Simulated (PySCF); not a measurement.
**BH3O2 (SMILES OBO) at 6 levels**

Aim: a comparison of 6 runs (HF/STO-3G, HF/3-21G, B3LYP/6-31G*, B2PLYP/def2-TZVP, wB97M-V/def2-TZVP, SCS-MP2/def2-TZVP) of BH3O2. The job is set up through a Python script.

Program for the calculation: PySCF 2.14.0.

1 further run of the same task is left out (set aside as unsound or not needed).

## (1) The system as given

BH3O2 has 6 atoms, charge 0, and is taken as a singlet. As SMILES, `OBO`. One bond was lengthened or shortened from a relaxed shape.

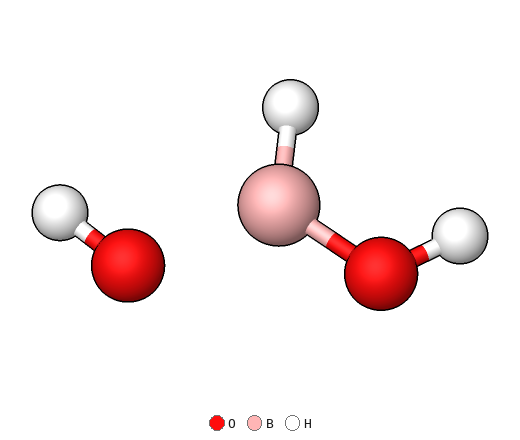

Viewed from a chosen angle; oxygen red, boron pink, hydrogen white.

## (2) The energy at HF/STO-3G (run 1)

File calc.py:

```python
from pyscf import gto

mol = gto.Mole()
mol.atom = '''
O   -1.543939  -0.690293  -0.305474
B    0.049500   0.028100  -0.072900
O    0.580600  -0.053800   1.172500
H   -1.862439  -0.599293  -1.204274
H    0.637800   0.565600  -0.976100
H    1.445200   0.354100   1.232800
'''
mol.max_memory = 1860
mol.spin = 0
mol.verbose = 3
mol.basis = 'sto-3g'
mol.build()

hf = mol.RHF()
hf.conv_tol = 1e-10
hf.kernel()
if not hf.converged:
    hf = hf.newton().run(hf.mo_coeff, hf.mo_occ)

energy = hf.e_tot
print('E(%s) = %.9f' % ('HF', energy))
```

Command:

```bash
$ OMP_NUM_THREADS=1 python calc.py
```

Output:

```text
converged SCF energy = -173.793086224337
E(HF) = -173.793086224
```

It took 0.99 s on 1 thread of Intel Xeon at 2.70GHz, shared host; peak memory 0.12 GiB.

## (3) The energy at HF/3-21G (run 2)

File input.py:

```python
from pyscf import gto, scf

mol = gto.Mole()
mol.atom = '''
O     -1.543939    -0.690293    -0.305474
B      0.049500     0.028100    -0.072900
O      0.580600    -0.053800     1.172500
H     -1.862439    -0.599293    -1.204274
H      0.637800     0.565600    -0.976100
H      1.445200     0.354100     1.232800
'''
mol.verbose = 3
mol.basis = '3-21g'
mol.spin = 0
mol.max_memory = 1860
mol.build()

hf = scf.RHF(mol)
hf.conv_tol = 1e-10
hf.kernel()
if not hf.converged:
    hf = hf.newton().run(hf.mo_coeff, hf.mo_occ)

e_tot = hf.e_tot
print('E(%s) = %.9f' % ('HF', e_tot))
```

Command:

```bash
$ OMP_NUM_THREADS=1 python input.py
```

Output:

```text
converged SCF energy = -175.211863648858
E(HF) = -175.211863649
```

Run time: 0.75 s. Hardware: 1 thread of Intel Xeon at 2.70GHz, shared host; peak memory 0.1 GiB.

Run 3 isn't shown in full; the table further down has it.

## (4) A single-point energy at B2PLYP/def2-TZVP (run 4)

File start.xyz:

```xyz
6
BH3O2
O     -1.543939    -0.690293    -0.305474
B      0.049500     0.028100    -0.072900
O      0.580600    -0.053800     1.172500
H     -1.862439    -0.599293    -1.204274
H      0.637800     0.565600    -0.976100
H      1.445200     0.354100     1.232800
```

File run.py:

```python
from pyscf import gto, dft, mp

mol = gto.M(
    atom='start.xyz',
    verbose=3,
    basis='def2-tzvp',
    max_memory=1860,
)

ks = dft.RKS(mol)
ks.xc = '0.53*HF + 0.47*B88, 0.73*LYP'
ks.conv_tol = 1e-10
ks.grids.level = 5
ks.kernel()
if not ks.converged:
    ks = ks.newton().run(ks.mo_coeff, ks.mo_occ)

pt = mp.MP2(ks, frozen=3).run()
etot = ks.e_tot + 0.27 * pt.e_corr
print('PT2 part  %.8f' % (0.27 * pt.e_corr))
print('E = %.10f Eh' % etot)
```

Command:

```bash
$ OMP_NUM_THREADS=1 python run.py
```

Output:

```text
converged SCF energy = -176.902186137976
E(RMP2) = -177.61147276015  E_corr = -0.709286622173561
E(SCS-RMP2) = -177.599342312362  E_corr = -0.697156174385721
PT2 part  -0.19150739
E = -177.0936935260 Eh
```

Wall time 29 s (1 thread of Intel Xeon at 2.70GHz, shared host); peak memory 0.57 GiB.

Run 5 isn't shown in full; the table further down has it.

## (5) The energy at SCS-MP2/def2-TZVP (run 6)

File calc.py:

```python
from pyscf import gto, scf, mp

molecule = gto.M(
    atom='''
O     -2.917622    -1.304465    -0.577262
B      0.093541     0.053101    -0.137761
O      1.097175    -0.101667     2.215704
H     -3.519500    -1.132500    -2.275748
H      1.205267     1.068829    -1.844562
H      2.731032     0.669152     2.329654
''',
    basis='def2-tzvp',
    unit='bohr',
    charge=0,
    max_memory=1860,
    verbose=4,
)

mf = scf.RHF(molecule)
mf.conv_tol = 1e-10
mf.kernel()
if not mf.converged:
    mf = mf.newton().run(mf.mo_coeff, mf.mo_occ)

pt = mp.MP2(mf, frozen=3).run()
e_final = mf.e_tot + 1.2 * pt.e_corr_os + pt.e_corr_ss / 3
print(f'total energy: {e_final:.8f} hartree')
```

Command:

```bash
$ OMP_NUM_THREADS=1 python calc.py
```

Output:

```text
PySCF version 2.14.0

[... 62 lines left out ...]
converged SCF energy = -176.267363608449
[... 1 line left out ...]
******** <class 'pyscf.mp.mp2.RMP2'> ********
nocc = 9, nmo = 108
frozen orbitals 3
E(RMP2) = -176.851625035643  E_corr = -0.584261427193989
E(SCS-RMP2) = -176.84317836936  E_corr = -0.57581476091081
E_corr(same-spin) = -0.144575713525358
E_corr(oppo-spin) = -0.439685713668631
total energy: -176.84317837 hartree
```

It took 3.6 s on 1 thread of Intel Xeon at 2.70GHz, shared host; peak memory 0.31 GiB.

## (6) All runs side by side

| run | level | integration grid | frozen core orbitals | energy (Eh) | dipole moment (D) of the reference | HOMO energy (eV) | LUMO energy (eV) | wall time |
| --- | --- | --- | --- | --- | --- | --- | --- | --- |
| 1 | HF/STO-3G | – | – | -173.793086 | 2.83 | -9.06 | 8.15 | 0.99 s |
| 2 | HF/3-21G | – | – | -175.211864 | 4.06 | -11.97 | 4.06 | 0.75 s |
| 3 | B3LYP/6-31G* (spherical functions) | 5 | – | -177.125702 | 3.25 | -7.36 | 0.05 | 9 s |
| 4 | B2PLYP/def2-TZVP | 5 | 3 | -177.093694 | 3.66 | -9.83 | 0.96 | 29 s |
| 5 | wB97M-V/def2-TZVP | 5 | – | -177.156052 | 3.46 | -10.70 | 1.64 | 84 s |
| 6 | SCS-MP2/def2-TZVP | – | 3 | -176.843178 | 3.92 | -12.60 | 2.95 | 3.6 s |

## (7) What came out

```
                                          quantity          value
                               run 6: total energy  -176.84318 Eh
       run 6: dipole moment (Hartree–Fock density)         3.92 D
        run 6: HOMO energy (Hartree–Fock orbitals)      -12.60 eV
        run 6: LUMO energy (Hartree–Fock orbitals)        2.95 eV
      run 6: HOMO–LUMO gap (Hartree–Fock orbitals)       15.55 eV
run 6: correlation energy (3 core orbitals frozen)     -575.8 mEh
```

**Reading.** Over runs 1, 2, 3, 4, 5 the dipole moment (its size) runs from 2.83 D (HF/STO-3G) to 4.06 D (HF/3-21G). Over runs 1, 2, 3, 4, 5 the HOMO–LUMO gap runs from 7.41 eV (B3LYP/6-31G*) to 17.20 eV (HF/STO-3G). The two ends differ in method and basis. Totals of different functionals can't be ranked against each other. In run 1 the basis is minimal, so the values are rough. All runs together took 2.1 min, the longest 84 s.
